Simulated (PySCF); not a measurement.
# CH₁₅N₃Si₄: NMR shifts

Wanted: the NMR shifts of CH₁₅N₃Si₄ (`CN[SiH2][Si@H](N)N([SiH3])[SiH3]`), by calculation.

Programs: PySCF 2.14.0, with density-fitted response routines of our own. Each step states its level of theory. These are calculated values for one molecule in the gas phase, unless marked as measured. Atoms are numbered from 0 throughout.

## 1. The starting structure

23 atoms, charge 0, multiplicity 1; geometry from: GFN2-xTB.

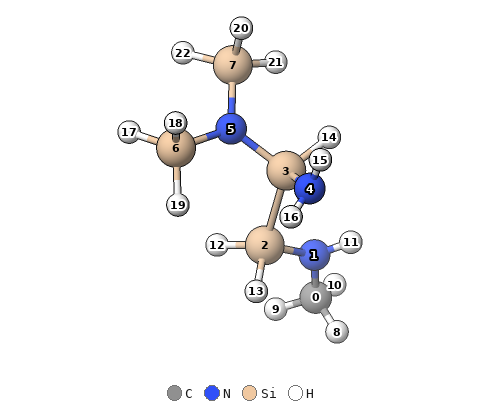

As it starts; carbon grey, nitrogen blue, silicon light orange, hydrogen white, atoms numbered.

## 2. Shielding tensors: PBE0/pcSseg-1

What the job is given:

```
{"job": {"kind": "nmr", "xc": "PBE0", "basis": "pcSseg-1"}, "charge": 0, "multiplicity": 1}
C     -3.992720    -0.125982     0.841144
N     -2.697539     0.337930     0.412651
Si    -1.393136    -0.698013    -0.011458
Si     0.357207     0.678647    -0.534495
N      0.522230     0.720656    -2.255990
N      1.813727     0.118404     0.294573
Si     2.506387    -1.412951    -0.126202
Si     2.709093     1.140380     1.375100
H     -4.702413    -0.220250     0.012828
H     -3.874813    -1.101432     1.306201
H     -4.415306     0.562951     1.574604
H     -2.749020     1.251478    -0.011116
H     -1.264466    -1.584303     1.159623
H     -1.738567    -1.643134    -1.111132
H      0.272945     2.112762    -0.227486
H      1.264015     1.277479    -2.649472
H      0.444841    -0.135279    -2.779271
H      2.970863    -2.075227     1.092006
H      3.641107    -1.227305    -1.043254
H      1.465583    -2.209002    -0.778660
H      3.864426     1.711077     0.669348
H      1.805451     2.194710     1.832731
H      3.185352     0.353389     2.513679
```

Method: GIAO PBE0/pcSseg-1 NMR shielding, non-relativistic, gas phase.

Launch:

```console
OMP_NUM_THREADS=1 python probes_run.py task.json out
```

This one command runs all jobs of the session in turn.

Log:

```text
coarse grid: 20072 points
cycle   1  E = -1368.5053711927  dE =  5.030e-01  |g| = 6.888e-01  |ddm| = 4.297e+00
cycle   2  E = -1368.3942304301  dE =  1.111e-01  |g| = 9.834e-01  |ddm| = 1.429e+00
cycle   3  E = -1368.6049139902  dE = -2.107e-01  |g| = 8.530e-02  |ddm| = 9.541e-01
cycle   4  E = -1368.6060860176  dE = -1.172e-03  |g| = 4.734e-02  |ddm| = 1.197e-01
cycle   5  E = -1368.6065590012  dE = -4.730e-04  |g| = 1.149e-02  |ddm| = 4.891e-02
cycle   6  E = -1368.6065850163  dE = -2.602e-05  |g| = 2.558e-03  |ddm| = 1.093e-02
cycle   7  E = -1368.6065863182  dE = -1.302e-06  |g| = 6.181e-04  |ddm| = 2.153e-03
final grid: 172472 points
cycle   8  E = -1368.6424533138  dE = -2.464e-05  |g| = 8.741e-03  |ddm| = 2.363e-02
cycle   9  E = -1368.6424384782  dE =  1.484e-05  |g| = 1.206e-02  |ddm| = 1.707e-02
cycle  10  E = -1368.6424698963  dE = -3.142e-05  |g| = 9.663e-04  |ddm| = 9.977e-03
cycle  11  E = -1368.6424700714  dE = -1.751e-07  |g| = 3.066e-04  |ddm| = 9.045e-04
cycle  12  E = -1368.6424700900  dE = -1.852e-08  |g| = 1.008e-04  |ddm| = 3.211e-04
cycle  13  E = -1368.6424700920  dE = -2.086e-09  |g| = 2.842e-05  |ddm| = 1.070e-04
cycle  14  E = -1368.6424700922  dE = -1.692e-10  |g| = 5.351e-06  |ddm| = 2.771e-05
converged SCF energy = -1368.6424700922

GIAO shielding tensors (ppm)
atom      isotropic    diamagn.    paramagn.     s11        s22        s33       span
  0 C      151.662     238.632     -86.970    129.129    138.092    187.765     58.636
  1 N      265.395     326.740     -61.345    223.113    256.089    316.983     93.870
  2 Si     397.415     883.748    -486.333    346.829    370.978    474.437    127.608
  3 Si     366.034     883.878    -517.843    332.729    356.972    408.402     75.673
  4 N      227.405     320.770     -93.365    201.268    228.519    252.428     51.160
  5 N      244.533     335.441     -90.908    196.714    263.632    273.253     76.539
  6 Si     405.112     881.615    -476.502    361.198    383.818    470.321    109.123
  7 Si     399.014     880.704    -481.690    349.974    372.661    474.406    124.433
  8 H       28.779      25.537       3.241     23.462     26.715     36.159     12.697
  9 H       29.288      27.537       1.752     25.270     27.596     34.999      9.729
 10 H       28.726      26.116       2.609     23.312     26.558     36.307     12.996
 11 H       32.469      36.031      -3.562     21.653     33.107     42.647     20.994
 12 H       26.926      33.007      -6.081     23.873     26.359     30.546      6.673
 13 H       26.566      31.973      -5.406     23.081     25.697     30.921      7.840
 14 H       26.609      34.168      -7.558     23.240     26.164     30.424      7.184
 15 H       30.722      31.830      -1.108     24.124     26.781     41.260     17.136
 16 H       30.530      33.902      -3.372     24.732     27.002     39.855     15.123
 17 H       27.060      30.254      -3.194     23.806     24.959     32.414      8.608
 18 H       27.059      29.476      -2.417     23.440     24.714     33.022      9.582
 19 H       27.218      31.732      -4.514     23.558     27.070     31.027      7.469
 20 H       26.909      28.920      -2.010     22.956     24.744     33.029     10.072
 21 H       26.861      30.388      -3.527     23.061     26.191     31.330      8.269
 22 H       27.017      29.563      -2.546     23.609     25.151     32.291      8.682
```

Run time: 53 s. Hardware: 1 thread of Arm Neoverse V2, shared host; peak memory 1.1 GiB.

Shifts follow as δ = σ(reference) − σ, with reference shieldings (ppm) from runs at the same level and on the same kind of geometry: ¹H TMS 31.72, ¹³C TMS 186.9, ²⁹Si TMS 349.2, ¹⁵N NH3 267.7. The references are single molecules in the gas phase, so shifts against H2O, NH3, PH3, H3PO4 or CFCl3 are not on the usual liquid scales and can be off by tens of ppm. Atoms listed in one row are averaged.

| atoms | environment | σ (ppm) | δ (ppm) | δ scaled to CDCl3 |
| --- | --- | --- | --- | --- |
| C0 | methyl carbon bonded to N | 151.7 | 35.3 | 32.5 |
| H13 | hydrogen on a silicon bonded to N, Si | 26.57 | 5.15 | – |
| H14 | hydrogen on a silicon bonded to 2 N, Si | 26.61 | 5.11 | – |
| H12 | hydrogen on a silicon bonded to N, Si | 26.93 | 4.79 | – |
| H17, H18, H19, H20, H21, H22 | hydrogen on a silicon bonded to N | 27.02 | 4.70 | – |
| H8, H9, H10 | hydrogen on a methyl carbon bonded to N | 28.93 | 2.79 | 2.73 |
| H15, H16 | hydrogen on a nitrogen bonded to Si | 30.63 | 1.09 | – |
| H11 | hydrogen on a nitrogen bonded to C, Si | 32.47 | -0.75 | – |
| N4 | nitrogen bonded to Si, 2 H | 227.4 | 40.3 | – |
| N5 | nitrogen bonded to 3 Si | 244.5 | 23.2 | – |
| N1 | nitrogen bonded to C, Si, H | 265.4 | 2.3 | – |
| Si3 | silicon bonded to 2 N, Si, H | 366.0 | -16.9 | – |
| Si2 | silicon bonded to N, Si, 2 H | 397.4 | -48.3 | – |
| Si6, Si7 | silicon bonded to N, 3 H | 402.1 | -52.9 | – |

The scaled column applies a straight-line fit of computed shieldings to shifts measured in CDCl3 (root-mean-square error 0.16 ppm for H, 1.9 ppm for C).

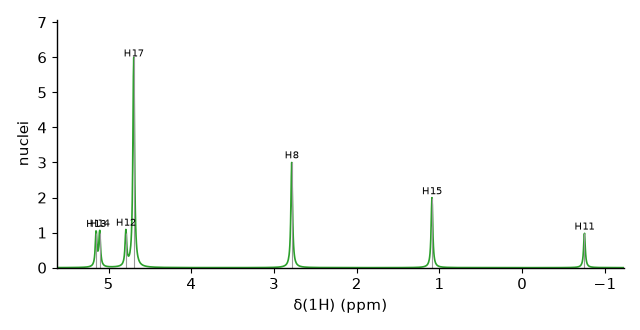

¹H lines at the computed shifts, without couplings. Lines are broadened to a width of 0.02 ppm (Lorentzian).

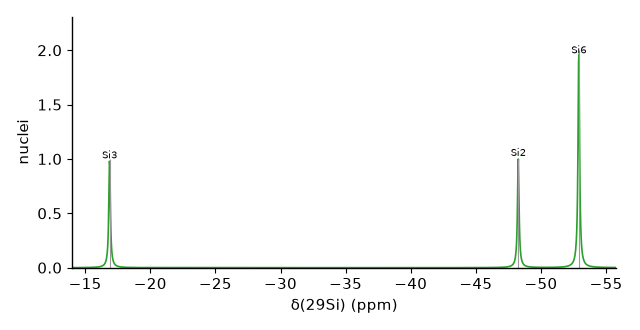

²⁹Si lines at the computed shifts, without couplings. Lines are broadened to a width of 0.14 ppm (Lorentzian).

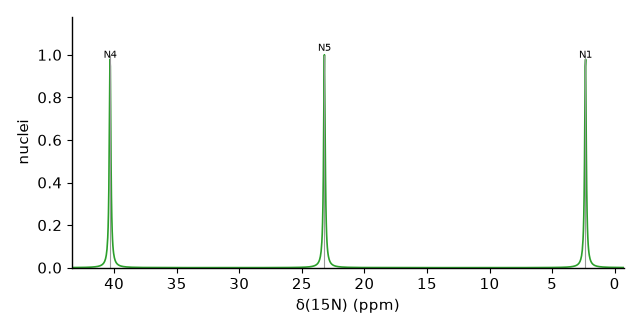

¹⁵N lines at the computed shifts, without couplings. Lines are broadened to a width of 0.15 ppm (Lorentzian).

Charges from the same density, by scheme (e):

| atoms | Mulliken | IAO | Hirshfeld | ESP fit |
| --- | --- | --- | --- | --- |
| C0 | -0.08 | -0.30 | -0.07 | -0.07 |
| N1 | -0.70 | -0.67 | -0.25 | -0.62 |
| Si2 | 0.52 | 0.57 | 0.26 | 0.31 |
| Si3 | 0.65 | 0.84 | 0.33 | 0.42 |
| N4 | -0.62 | -0.83 | -0.32 | -0.95 |
| N5 | -1.08 | -1.05 | -0.35 | -0.49 |
| Si6, Si7 | 0.63 | 0.73 | 0.34 | 0.48 |

IAO charges:

C0 -0.30; N1 -0.67; Si2 0.57; Si3 0.84; N4 -0.83; N5 -1.05; Si6 0.73; Si7 0.74; H8 0.12; H9 0.14; H10 0.14; H11 0.25; H12 -0.13; H13 -0.16; H14 -0.13; H15 0.26; H16 0.26; H17 -0.13; H18 -0.14; H19 -0.13; H20 -0.15; H21 -0.12; H22 -0.13

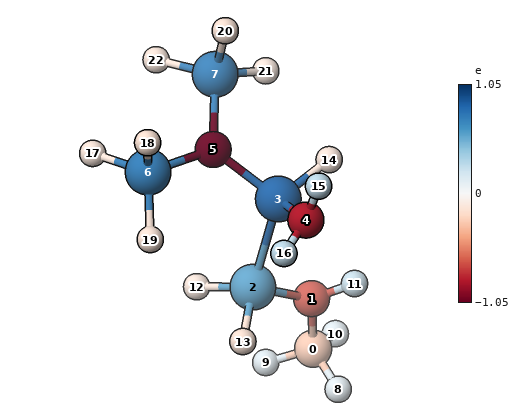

IAO charges, as colours on the atoms.

Mayer bond orders: C0–N1 0.96, N1–Si2 1.00, Si2–Si3 0.94, Si3–N4 1.04, Si3–N5 0.80, N5–Si6 0.91, N5–Si7 0.92.

## 3. Results

| quantity | value |
| --- | --- |
| ¹³C shifts against TMS (PBE0/pcSseg-1) | 35.3 ppm |
| ¹H shifts against TMS (PBE0/pcSseg-1, means over atoms taken as alike) | 5.15, 5.11, 4.79, 4.70, 2.79, 1.09, -0.75 ppm |
| ¹⁵N shifts against NH3 (PBE0/pcSseg-1) | 40.3, 23.2, 2.3 ppm |
| ²⁹Si shifts against TMS (PBE0/pcSseg-1, means over atoms taken as alike) | -16.9, -48.3, -52.9 ppm |

**Reading.** At PBE0/pcSseg-1: The widest tensor belongs to Si2: span 128 ppm, with a paramagnetic part of -486 ppm.
